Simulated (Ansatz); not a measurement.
# ZrAl2N3: one candidate of a structure search, part 2 of 2

Aim: relax a trial structure of ZrAl2N3 and see where it ends.

Ansatz 0.2.0; DFT PBE, scalar-relativistic, plane waves, PAW. The steps go on from the part before.

**4. Spin check on a coarse mesh**

The input, input.yaml:

```yaml
crystal:
  lattice:
    - [-1.5357888276, 1.5357888276, 6.4242331623]
    - [1.5357888276, -1.5357888276, 6.4242331623]
    - [1.5357888276, 1.5357888276, -6.4242331623]
  atoms:
    - { symbol: Zr, position: [0.5, 0.5, 0.0], spin: 1.0 }
    - { symbol: Al, position: [0.8280453558, 0.8280453558, 0.0] }
    - { symbol: Al, position: [0.1719546442, 0.1719546442, 0.0] }
    - { symbol: "N", position: [0.676171034, 0.676171034, 0.0] }
    - { symbol: "N", position: [0.323828966, 0.323828966, 0.0] }
    - { symbol: "N", position: [0.0, 0.0, 0.0] }
basis:
  ecutwfc: 420
kpoints:
  mp_grid: { grid: [8, 8, 8] }
hamiltonian:
  xc: pbe
scf:
  occupations: { method: gaussian, width: 0.1 }
  lower_state_search: "off"
output:
  forces: true
  stress: true
  eigenvalues: true
  populations: true
magnetization:
  spin_polarized: true
```

Command:

```
> ansatz run input.yaml --threads 1 --pin off --max-ram 2560MiB --backend cpu --events-out ev --progress --plain --runs-dir out
```

The program printed (excerpt; [...] marks lines left out):

```text
[...]
SCF converged after 17 iterations
Magnetization: -0.0000 μB (16.5000 up, 16.5000 down)
Absolute magnetization: 0.0000 μB (∫|ρ↑−ρ↓|, with the PAW one-centre terms)
Spin contamination: 0.0000 ħ² per cell (⟨S²⟩ above its minimum at these occupations)
[...]
        0.000000      -0.000000      -0.189833
  P = ⅓ Tr σ = -0.0091 GPa (-0.091 kbar)
--- Band table (eV; the first three rows and the last of 118) ---
[... band rows left out ...]
[...]
--- Löwdin populations: 6 sites ---
  site symbol       q [e]    m [muB]
     0     Zr     11.2183    -0.0000
     1     Al      1.9981    -0.0000
     2     Al      1.9981    -0.0000
     3      N      5.9117    -0.0000
     4      N      5.9117    -0.0000
     5      N      5.7141     0.0000
  spilling = 0.007519 (of n_electrons = 33.000000)
```

Run time: 50 s. Hardware: 1 thread of Intel Xeon at 2.50GHz (Skylake/Cascade Lake), shared host; peak memory 0.45 GiB.

By site:

```csv
atom,Löwdin electrons
Zr1,11.22
Al2,2.00
Al3,2.00
N4,5.91
N5,5.91
N6,5.71
```

The Löwdin counts miss 0.25 of the 33 electrons, which the atomic orbitals do not span, so they are no charges.

The same cell is solved with trial moments on Zr. The largest site moment that stays is 0.00 μB and the cell's total 0.00 μB. The workflow keeps spin only above 0.25 μB on a site, so the next run goes without spin.

**5. Full relaxation**

The end of the coarse run is made exact in the group found at a tolerance of 0.06 Å and reduced to its primitive cell.

Changes to input.yaml since step 4:

```diff
@@ -6,3 +6,3 @@
   atoms:
-    - { symbol: Zr, position: [0.5, 0.5, 0.0], spin: 1.0 }
+    - { symbol: Zr, position: [0.5, 0.5, 0.0] }
     - { symbol: Al, position: [0.8280453558, 0.8280453558, 0.0] }
@@ -15,3 +15,3 @@
 kpoints:
-  mp_grid: { grid: [8, 8, 8] }
+  mp_grid: { grid: [18, 18, 18] }
 hamiltonian:
@@ -20,3 +20,2 @@
   occupations: { method: gaussian, width: 0.1 }
-  lower_state_search: "off"
 output:
@@ -25,4 +24,10 @@
   eigenvalues: true
-  populations: true
-magnetization:
-  spin_polarized: true
+  write_density: true
+  write_potential: true
+  elf: true
+  volumetric_format: npy
+relax:
+  adjacent_minimum: "off"
+  f_tol: 0.01
+  max_steps: 80
+  cell: { stress_tol: 0.05 }
```

Command:

```
> ansatz run input.yaml --threads 1 --pin off --max-ram 2560MiB --backend cpu --events-out ev --progress --plain --runs-dir out
```

The program printed:

```text
Warning: RAYON_NUM_THREADS=1 ignored (pool sized by the plan → 1); use --threads N
basis.fft_grid_basis auto: the FFT boxes are laid along the combinations [[1, -1, 0], [0, 1, 0], [1, 0, 1]] of the cell's own vectors, 4.344, 6.781 and 3.072 Å long. The dense box has 30×48×24 points. Along the cell's own vectors, as sized, it would have 48×48×48, 3.20 times as many. Of the 16 symmetry operations that the crystal satisfies within crystal.symmetry.tolerance (time reversal apart; of a slab, those that keep its plane) the dense box along the cell's own vectors carries 16, and the one as laid loses 14 of those. basis.fft_grid_basis: typed keeps the cell's own vectors: state it where this run's energies or levels are differenced outside the engine with another run's, or held beside a run that keeps those vectors. Those combinations have planes normal to reciprocal vector 3, as the cell's own vectors have. Each planar average written beside output.write_density, output.write_potential has a row for each plane of the box: 24. The volumetric files lie along those combinations, not along the cell's own vectors: a cube or XSF file states them, and fields.json those of NumPy files.
Engine: ansatz 0.2.0, x86_64-unknown-linux-gnu
Pseudopotentials: kind: paw
Pseudopotential: Zr, paw, valence charge 12, recommended cutoff 420 eV (normal), Zr.paw.azcp
Pseudopotential: Al, paw, valence charge 3, recommended cutoff 420 eV (normal), Al.paw.azcp
Pseudopotential: N, paw, valence charge 5, recommended cutoff 420 eV (normal), N.paw.azcp
Functional definition: PBE
  parameter kappa = 0.804
  parameter beta = 0.06672455060314922
  exchange = pbe_x(kappa = kappa, mu = beta*pi^2/3)
  correlation = pbe_c(beta = beta)
Crystal: 6 atoms, lattice volume = 60.610 Å³
Basis set: ecut = 420 eV, 1193 PW (Γ), FFT grids on a1−a2, a2, a1+a3, exchange–correlation on 60×96×48 points (8 copies of the dense FFT grid, shifted against one another)
Bands: 23, of which v1, the nominal top of the filled ones, is band 17 counted from 1 (16 counted from 0)
Symmetry: 16 space group operations
Space group: I4/mmm (ITA 139), of the structure as read, at distance tolerance 3.9e-5 Å
k-points: 480 of 5832
Non-local potential: Zr, projectors of the file, l = 0: 3, l = 1: 2, l = 2: 2, l = 3: 2
Non-local potential: Al, projectors of the file, l = 0: 2, l = 1: 2, l = 2: 1
Non-local potential: N, projectors of the file, l = 0: 2, l = 1: 2, l = 2: 1
PAW form: soft (Blöchl's): semilocal exchange-correlation on the pseudo side does not see the compensation charge
PAW one-centre angular grid: Zr, 590 points (default); XC on 64 Gauss nodes
PAW one-centre angular grid: Al, 110 points (default); XC on 64 Gauss nodes
PAW one-centre angular grid: N, 110 points (default); XC on 64 Gauss nodes
Initial density: superposition of atomic densities (neutral atoms: chi_scale 0, normalization atom), corrected by the library's trained network
Initial wavefunctions: pseudopotential atomic-orbital guess
Functional: x = pbe(κ = 0.804, μ = 0.2195149727645171), c = pbe(β = 0.06672455060314922)
SCF iter   1: F=—  HF=-6417.447149 eV  |F-HF|=—  |Δ(HF+E_count)|=         —  Δρ=8.82e-3  dr2=1.84e-1  ethr=1.77e-3  ⟨swp⟩=6.1  Hψ=56324  notcnv=0
preconditioner: auto → Kerker (q_TF=auto, 2.465 Å⁻¹)  [metal: Δε(μ)=0.013 eV  Ē_g=11.308 eV  σ=0.100 eV  W_gap=0.07  n_scr=12 (ndim 8)  ℏωp=23.8 eV  f_vac=0.000  D(μ)=0.96/eV (n_scr^D=2)]
SCF iter   2: F=—  HF=-6417.422226 eV  |F-HF|=—  |Δ(HF+E_count)|=   2.49e-2  Δρ=4.96e-3  dr2=7.75e-2  ethr=5.56e-4  ⟨swp⟩=1.0  Hψ=14883  notcnv=0  defer=17
SCF iter   3: F=—  HF=-6417.405136 eV  |F-HF|=—  |Δ(HF+E_count)|=   1.71e-2  Δρ=2.36e-3  dr2=1.70e-2  ethr=2.35e-4  ⟨swp⟩=2.4  Hψ=14472  notcnv=0  defer=18
SCF iter   4: F=—  HF=-6417.401342 eV  |F-HF|=—  |Δ(HF+E_count)|=   3.79e-3  Δρ=9.32e-4  dr2=7.22e-4  ethr=5.16e-5  ⟨swp⟩=1.7  Hψ=13694  notcnv=0  defer=263
SCF iter   5: F=—  HF=-6417.401182 eV  |F-HF|=—  |Δ(HF+E_count)|=   1.60e-4  Δρ=5.16e-4  dr2=2.07e-4  ethr=2.19e-6  ⟨swp⟩=2.0  Hψ=17351  notcnv=0  defer=628
SCF iter   6: F=—  HF=-6417.401138 eV  |F-HF|=—  |Δ(HF+E_count)|=   4.35e-5  Δρ=1.25e-4  dr2=1.39e-5  ethr=6.28e-7  ⟨swp⟩=2.0  Hψ=15003  notcnv=0  defer=628
SCF iter   7: F=—  HF=-6417.401140 eV  |F-HF|=—  |Δ(HF+E_count)|=   1.81e-6  Δρ=2.63e-5  dr2=5.43e-7  ethr=4.22e-8  ⟨swp⟩=2.0  Hψ=14877  notcnv=0  defer=765
SCF iter   8: F=-6417.401140 eV  HF=-6417.401140 eV  |F-HF|=1.40e-8  |Δ(HF+E_count)|=   1.17e-7  Δρ=6.87e-6  dr2=3.26e-8  ethr=3.03e-10  ⟨swp⟩=13.3  Hψ=75147  notcnv=0
SCF 1 converged in 8 iterations: F = -6417.401140 eV  dr2 = 3.26e-8
relax step   1: F+E_penalty+E_count = -6417.40113970 eV  Δ(F+E_penalty+E_count) = +0.000e0 eV  max|allowed force component| = 1.589e-2 eV/Å  Δτ_max = 0.0000 Å  P = -0.049 GPa  Ω = 60.610 Å³  (8 SCF iters, dr2 threshold 1.00e-7 eV, accepted)
Crystal: 6 atoms, lattice volume = 60.599 Å³
Initial density: handed on by an earlier stage of this run
Initial wavefunctions: those handed on with the density
iter 1 solved again at ethr=3.39e-8 eV; its pass at ethr=3.10e-3 eV (dr2=1.12e-5 eV) is discarded
SCF iter   1: F=—  HF=-6417.401195 eV  |F-HF|=—  |Δ(HF+E_count)|=         —  Δρ=1.12e-4  dr2=1.14e-5  ethr=3.39e-8  ⟨swp⟩=2.3  Hψ=56576  notcnv=0
preconditioner: auto → Kerker (q_TF=auto, 2.465 Å⁻¹)  [metal: Δε(μ)=0.003 eV  Ē_g=11.424 eV  σ=0.100 eV  W_gap=0.01  n_scr=12 (ndim 8)  ℏωp=23.9 eV  f_vac=0.000  D(μ)=1.22/eV (n_scr^D=2)]
SCF iter   2: F=—  HF=-6417.401191 eV  |F-HF|=—  |Δ(HF+E_count)|=   4.18e-6  Δρ=5.46e-5  dr2=4.75e-6  ethr=3.39e-8  ⟨swp⟩=2.3  Hψ=15489  notcnv=0
SCF iter   3: F=—  HF=-6417.401190 eV  |F-HF|=—  |Δ(HF+E_count)|=   9.94e-7  Δρ=1.98e-5  dr2=8.11e-7  ethr=1.44e-8  ⟨swp⟩=1.5  Hψ=11663  notcnv=0
SCF iter   4: F=—  HF=-6417.401190 eV  |F-HF|=—  |Δ(HF+E_count)|=   2.10e-7  Δρ=8.18e-6  dr2=1.27e-7  ethr=2.46e-9  ⟨swp⟩=2.1  Hψ=14886  notcnv=0
SCF iter   5: F=-6417.401190 eV  HF=-6417.401190 eV  |F-HF|=3.54e-9  |Δ(HF+E_count)|=   3.24e-8  Δρ=3.96e-6  dr2=6.88e-9  ethr=2.12e-10  ⟨swp⟩=7.3  Hψ=55570  notcnv=0
the search or the solves at the SCF's close seem to have found levels that the self-consistency loop had missed (the run counts 1). By its estimate they hold under 1e-12 electrons; where the run keeps them, the occupations were computed again with them
SCF 2 converged in 5 iterations: F = -6417.401190 eV  dr2 = 6.88e-9
relax step   2: F+E_penalty+E_count = -6417.40118974 eV  Δ(F+E_penalty+E_count) = -5.004e-5 eV  max|allowed force component| = 1.258e-2 eV/Å  Δτ_max = 0.0009 Å  P = +0.004 GPa  Ω = 60.599 Å³  energy of the carried Pulay correction = +3.086e-5 eV  (5 SCF iters, dr2 threshold 7.01e-8 eV, accepted)
Crystal: 6 atoms, lattice volume = 60.601 Å³
iter 1 solved again at ethr=3.78e-9 eV; its pass at ethr=3.10e-3 eV (dr2=1.25e-6 eV) is discarded
SCF iter   1: F=—  HF=-6417.401192 eV  |F-HF|=—  |Δ(HF+E_count)|=         —  Δρ=3.22e-5  dr2=1.26e-6  ethr=3.78e-9  ⟨swp⟩=1.1  Hψ=52148  notcnv=0
preconditioner: auto → Kerker (q_TF=auto, 2.465 Å⁻¹)  [metal: Δε(μ)=0.008 eV  Ē_g=11.423 eV  σ=0.100 eV  W_gap=0.04  n_scr=12 (ndim 8)  ℏωp=23.8 eV  f_vac=0.000  D(μ)=1.22/eV (n_scr^D=2)]
SCF iter   2: F=—  HF=-6417.401191 eV  |F-HF|=—  |Δ(HF+E_count)|=   1.10e-6  Δρ=2.13e-5  dr2=6.78e-7  ethr=3.78e-9  ⟨swp⟩=2.0  Hψ=17654  notcnv=0
SCF iter   3: F=—  HF=-6417.401191 eV  |F-HF|=—  |Δ(HF+E_count)|=   1.43e-7  Δρ=9.88e-6  dr2=1.16e-7  ethr=2.06e-9  ⟨swp⟩=2.0  Hψ=14946  notcnv=0
SCF iter   4: F=—  HF=-6417.401191 eV  |F-HF|=—  |Δ(HF+E_count)|=   2.20e-8  Δρ=4.28e-6  dr2=1.06e-8  ethr=3.52e-10  ⟨swp⟩=2.0  Hψ=14449  notcnv=0
SCF iter   5: F=-6417.401191 eV  HF=-6417.401191 eV  |F-HF|=4.42e-9  |Δ(HF+E_count)|=  1.70e-10  Δρ=1.08e-6  dr2=4.90e-9  ethr=3.00e-11  ⟨swp⟩=6.1  Hψ=50073  notcnv=0
SCF 3 converged in 5 iterations: F = -6417.401191 eV  dr2 = 4.90e-9
relax step   3: F+E_penalty+E_count = -6417.40119057 eV  Δ(F+E_penalty+E_count) = -8.331e-7 eV  max|allowed force component| = 3.294e-3 eV/Å  Δτ_max = 0.0003 Å  P = -0.003 GPa  Ω = 60.601 Å³  energy of the carried Pulay correction = +2.623e-5 eV  (5 SCF iters, dr2 threshold 9.90e-9 eV, accepted)
Initial wavefunctions: pseudopotential atomic-orbital guess (no wavefunctions were taken with the density)
iter 1 solved again at ethr=1.57e-8 eV; its pass at ethr=3.10e-3 eV (dr2=5.17e-6 eV) is discarded
SCF iter   1: F=—  HF=-6417.401160 eV  |F-HF|=—  |Δ(HF+E_count)|=         —  Δρ=7.47e-6  dr2=1.98e-8  ethr=1.57e-8  ⟨swp⟩=3.0  Hψ=88762  notcnv=0
preconditioner: auto → Kerker (q_TF=auto, 2.465 Å⁻¹)  [metal: Δε(μ)=0.007 eV  Ē_g=11.423 eV  σ=0.100 eV  W_gap=0.04  n_scr=12 (ndim 8)  ℏωp=23.8 eV  f_vac=0.000  D(μ)=1.22/eV (n_scr^D=2)]
SCF iter   2: F=—  HF=-6417.401159 eV  |F-HF|=—  |Δ(HF+E_count)|=   1.30e-6  Δρ=3.67e-6  dr2=7.99e-9  ethr=6.00e-11  ⟨swp⟩=3.0  Hψ=22392  notcnv=0
SCF iter   3: F=—  HF=-6417.401159 eV  |F-HF|=—  |Δ(HF+E_count)|=  6.82e-11  Δρ=2.44e-6  dr2=4.92e-9  ethr=2.42e-11  ⟨swp⟩=1.0  Hψ=11040  notcnv=0
SCF iter   4: F=—  HF=-6417.401159 eV  |F-HF|=—  |Δ(HF+E_count)|=  1.36e-11  Δρ=1.78e-6  dr2=2.96e-9  ethr=1.49e-11  ⟨swp⟩=1.0  Hψ=11040  notcnv=0
SCF iter   5: F=—  HF=-6417.401159 eV  |F-HF|=—  |Δ(HF+E_count)|=  3.18e-10  Δρ=5.17e-7  dr2=2.38e-10  ethr=8.97e-12  ⟨swp⟩=2.3  Hψ=15131  notcnv=0
SCF iter   6: F=-6417.401159 eV  HF=-6417.401159 eV  |F-HF|=1.82e-11  |Δ(HF+E_count)|=  3.82e-11  Δρ=2.42e-7  dr2=3.96e-11  ethr=1.00e-12  ⟨swp⟩=4.0  Hψ=49098  notcnv=0
SCF 4 converged in 6 iterations: F = -6417.401159 eV  dr2 = 3.96e-11
relax step   4: F+E_penalty+E_count = -6417.40115853 eV  Δ(F+E_penalty+E_count) = +3.204e-5 eV  max|allowed force component| = 3.255e-3 eV/Å  Δτ_max = 0.0000 Å  P = -0.003 GPa  Ω = 60.601 Å³  stress off target by 2.96e-2 GPa  SCF on the basis re-selected at this cell (its energy is not comparable with the rows above)  (6 SCF iters)
basis re-selected at this cell: Δ(F+E_penalty+E_count) = +3.204e-5 eV, ΔP = -0.001 GPa vs the last step (what re-selecting the basis moved, of the pressure what is left beyond the Pulay correction that the steps carried, after the strain that the cell walked since its last selection, with what the two solves' SCF thresholds leave and, on support functions, any second-order correction that the steps lacked; it is no measure of the basis error at this ecutwfc). This SCF's stress stands 2.96e-2 GPa from its target on what of the cell is left free (relax.cell.stress_tol is 5.00e-2 GPa) and its largest allowed force component is 3.25e-3 eV/Å (relax.f_tol is 1.00e-2 eV/Å): within both
SCF converged after 6 iterations
Free energy (F): -6417.401159 eV
Harris-Foulkes:  -6417.401159 eV  (|F-HF|=1.82e-11)
Internal energy: -6417.395071 eV  (E = F + TS)
E sigma→0 (E₀):  -6417.398115 eV
Entropy (-TS):   -0.006087 eV (-1.015 meV/atom)
Fermi energy:    14.879949 eV
--- Per-component energies (eV) ---
  E_band       = 18.837954
  E_kinetic    = 788.293749
  E_local      = -1338.492001  (includes V_loc(G=0)·N_el)
  E_nonlocal   = 230.575630
  E_hartree    = 484.854129
  E_xc         = -428.741199
  E_vxc        = -488.144630  (∫ρ·V_xc dr)
  E_paw        = -4268.945673  (= ΣΔE_a)
  E_vpaw       = -143.103425  (= ΣTr[D̂ρ^β])
  E_aug_tail   = 0.000315  (compensation charges beyond the density's cutoff)
  E_ewald      = -1884.940022
  E_smearing   = -0.006087  (= −TS)
  E_closure    = 0.000000  (closes the sum)
  Σ components = -6417.401159   (vs F -6417.401159, Δ=0.00e0)
--- Forces (eV/Å), atoms counted from 1 ---
  atom   1  Zr     0.00000000     0.00000000     0.00000000
  atom   2  Al    -0.00000000     0.00000000    -0.00200689
  atom   3  Al     0.00000000     0.00000000     0.00200689
  atom   4  N      0.00000000     0.00000000     0.00325474
  atom   5  N     -0.00000000     0.00000000    -0.00325474
  atom   6  N      0.00000000    -0.00000000    -0.00000000
  max |Σ_I F_I| component: 1.58e-17 eV/Å
--- Stress (GPa, compression-positive) ---
        0.009575      -0.000000       0.000000
       -0.000000       0.009575      -0.000000
        0.000000      -0.000000      -0.029589
  P = ⅓ Tr σ = -0.0035 GPa (-0.035 kbar)
--- Band table (eV; the first three rows and the last of 480) ---
  k-point 0: bands = ["-34.6560", "-13.0570", "-12.4646", "-12.4646", "-3.8060", "-1.8241", "-1.1007", "6.9129", "7.4722", "9.5639", "9.5639", "11.1011", "11.1011", "11.4815", "11.9325", "12.0485", "12.0485", "14.9830", "16.7105", "16.7105", "17.5626", "17.5794", "17.8471"]
  k-point 1: bands = ["-34.6503", "-13.0492", "-12.5070", "-12.4894", "-3.7340", "-1.7200", "-1.0740", "6.9448", "7.2418", "9.3760", "9.7466", "10.7548", "10.7861", "11.4231", "11.5266", "11.7591", "12.6560", "15.3454", "16.5509", "16.8680", "17.7092", "17.9789", "18.1586"]
  k-point 2: bands = ["-34.6339", "-13.0267", "-12.6206", "-12.5602", "-3.5262", "-1.4443", "-0.9996", "6.7772", "7.0284", "8.8933", "9.9902", "10.0149", "10.2600", "10.5859", "11.3503", "11.5385", "13.6510", "16.1221", "16.1393", "17.2645", "18.1092", "18.5232", "18.9750"]
  k-point 479: bands = ["-34.6560", "-13.0612", "-12.4646", "-12.4646", "-3.4155", "-2.4097", "-1.0669", "6.9879", "9.0571", "9.5100", "9.6951", "9.6951", "11.0707", "11.0707", "11.7486", "11.7486", "11.9115", "15.8666", "17.1649", "17.1778", "17.1778", "17.5811", "18.4327"]
--- Relaxed structure (3 steps of the walk, 3 accepted, 1 SCFs on fresh bases) ---
  F+E_penalty+E_count = -6417.40115853 eV   max|allowed force component| = 3.255e-3 eV/Å   (the final SCF, on the basis selected at the relaxed cell)
  cell:  # Å, volume = 60.6009 Å³
    - [-1.5358514095982287, 1.5358514095982287, 6.422749077169963]
    - [1.5358514095982287, -1.5358514095982287, 6.422749077169963]
    - [1.5358514095982287, 1.5358514095982287, -6.422749077169963]
  atoms:
    - { symbol: Zr, position: [0.5, 0.5, -1.7379682991882228e-35] }
    - { symbol: Al, position: [0.8280007013637722, 0.8280007013637722, 5.939629589150526e-36] }
    - { symbol: Al, position: [0.17199929863622793, 0.17199929863622793, 6.204779558044161e-36] }
    - { symbol: N, position: [0.6761278139027866, 0.6761278139027866, 8.753115189846152e-36] }
    - { symbol: N, position: [0.32387218609721324, 0.32387218609721324, 7.677539726496237e-36] }
    - { symbol: N, position: [7.031981775713688e-22, 7.031981775713567e-22, -1.9206463184609465e-35] }
```

Run time: 6.2 min. Hardware: 1 thread of Intel Xeon at 2.50GHz (Skylake/Cascade Lake), shared host; peak memory 0.82 GiB.

Step by step:

```csv
step,energy from step 1 (eV/cell),largest force component (eV/Å),pressure (GPa),volume (Å³)
1,0.0000,0.0159,-0.05,60.61
2,0.0000,0.0126,0.00,60.60
3,-0.0001,0.0033,0.00,60.60
4,0.0000,0.0033,0.00,60.60
```

Step 1 is the start. Step 4 repeats the geometry before it on a plane-wave basis chosen anew for that cell, so its energy need not be comparable with the rows above.

Lengths and angles in the start's conventional setting:

|  | before | after | change |
| --- | --- | --- | --- |
| a (Å) | 3.072 | 3.072 | 0.0 % |
| b (Å) | 3.072 | 3.072 | 0.0 % |
| c (Å) | 12.848 | 12.845 | 0.0 % |
| volume (Å³/atom) | 10.10 | 10.10 | 0.0 % |
| shortest distance (Å) | 1.951 | 1.951 | 0.0 % |
| space group (0.01 Å) | I4/mmm | I4/mmm | same |

Forces and stress were held to the start's 16 operations: a distortion of lower symmetry was not tested.

Axes a, b and c in the maps are those of this run's conventional cell (a, b, c = 3.072, 3.072, 12.845 Å).

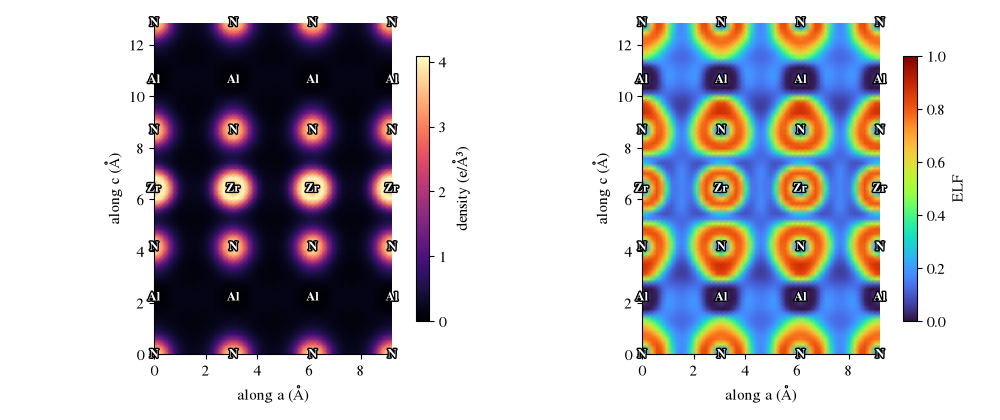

Density (left) and ELF (right) in a lattice plane of the grid's cell (edges 3.07 and 12.85 Å, at 0.000 of the third edge), which holds Zr and Al and N. Only atoms in the plane are labelled. Both are smooth fields of the valence electrons: close to the nuclei they are not physical.

Maxima of ELF outside the ion cores: 0.88 on the N–Al line, 0.7 Å from N; 0.84 in the shell around N, 0.6 Å from N.

**6. Changing settings: pseudopotentials.kind nc, pseudopotentials.accuracy standard**

The input, input.yaml:

```yaml
crystal:
  lattice:
    - [-1.5358514096, 1.5358514096, 6.4227490772]
    - [1.5358514096, -1.5358514096, 6.4227490772]
    - [1.5358514096, 1.5358514096, -6.4227490772]
  atoms:
    - { symbol: Zr, position: [0.5, 0.5, 0.0] }
    - { symbol: Al, position: [0.8280007014, 0.8280007014, 0.0] }
    - { symbol: Al, position: [0.1719992986, 0.1719992986, 0.0] }
    - { symbol: "N", position: [0.6761278139, 0.6761278139, 0.0] }
    - { symbol: "N", position: [0.3238721861, 0.3238721861, 0.0] }
    - { symbol: "N", position: [0.0, 0.0, 0.0] }
basis:
  ecutwfc: 420
kpoints:
  mp_grid: { grid: [18, 18, 18] }
hamiltonian:
  xc: pbe
  pseudopotentials: { kind: nc, accuracy: standard }
scf:
  occupations: { method: gaussian, width: 0.1 }
output:
  forces: true
  eigenvalues: true
  stress: true
```

Command:

```
> ansatz run input.yaml --threads 1 --pin off --max-ram 2560MiB --backend cpu --events-out ev --progress --plain --runs-dir out
```

The program printed (excerpt; [...] marks lines left out):

```text
Warning: basis.ecutwfc = 420 eV is below the records' recommended 1142.878222 eV, and the density's cutoff is lower with it unless basis.ecutrho_ratio is high enough to keep the records' density cutoff: compare with a run at a higher cutoff
Warning: RAYON_NUM_THREADS=1 ignored (pool sized by the plan → 1); use --threads N
[...]
Pseudopotentials: kind: nc
Pseudopotential: Zr, nc, valence charge 12, recommended cutoff 897.975746 eV (normal), Zr.nc.azcp (PseudoDojo's, or run here from an input of PseudoDojo's; its table is named by hamiltonian.pseudopotentials.accuracy)
[...]
  atom   1  Zr     0.00000000     0.00000000    -0.00000000
  atom   2  Al     0.00000000     0.00000000     0.10180859
  atom   3  Al    -0.00000000    -0.00000000    -0.10180859
  atom   4  N      0.00000000    -0.00000000     0.33917642
  atom   5  N     -0.00000000     0.00000000    -0.33917642
  atom   6  N     -0.00000000     0.00000000     0.00000000
[...]
--- Stress (GPa, compression-positive) ---
        4.566481       0.000000       0.000000
        0.000000       4.566481       0.000000
       -0.000000      -0.000000       5.514144
  P = ⅓ Tr σ = 4.8824 GPa (48.824 kbar)
--- Band table (eV; the first three rows and the last of 480) ---
[... band rows left out ...]
[...]
```

Run time: 76 s. Hardware: 1 thread of Intel Xeon at 2.50GHz (Skylake/Cascade Lake), shared host; peak memory 0.61 GiB.

```csv
run,ending,energy change,pressure (GPa),gap (eV),force (eV/Å),cycles,time
step 5,converged,-,0.0,0.00,0.00,-,6.2 min
variant,converged,not comparable,4.9,0.00,0.34,9,76 s
```

A change of potentials puts the total energy on another scale; the pressure goes from 0.0 to 4.9 GPa and the largest force goes from 0.00 to 0.34 eV/Å. The cutoff is far under what these potentials recommend, so these values carry a basis error that can be large.

**7. What came out**

This closing draws on all 2 parts. Changes of volume or cell count from the first structure of part 1.

| quantity | value |
| --- | --- |
| symmetry at the end (tolerance 0.05 Å) | space group I4/mmm (No. 139) |
| conventional cell | a = 3.072 Å, b = 3.072 Å, c = 12.845 Å, α = 90.00°, β = 90.00°, γ = 90.00° |
| volume | 10.10 Å³/atom |
| energy over the elements (uncorrected; H, N, O, F and Cl as molecules) | -1.09 eV/atom |
| gap on the mesh | none (metal) |

The space group I4/mmm (No. 139) is kept, and the volume per atom shrinks by 23.3 % from the first guess. A negative formation energy is needed for stability but isn't enough; other structures and compounds were not set against it here. No finished test with a distortion of lower symmetry is shown, so the end may be a saddle point. A spin-polarised run here lost its starting moments, which speaks against magnetism, though one start doesn't rule it out. Other magnetic orders were not searched.
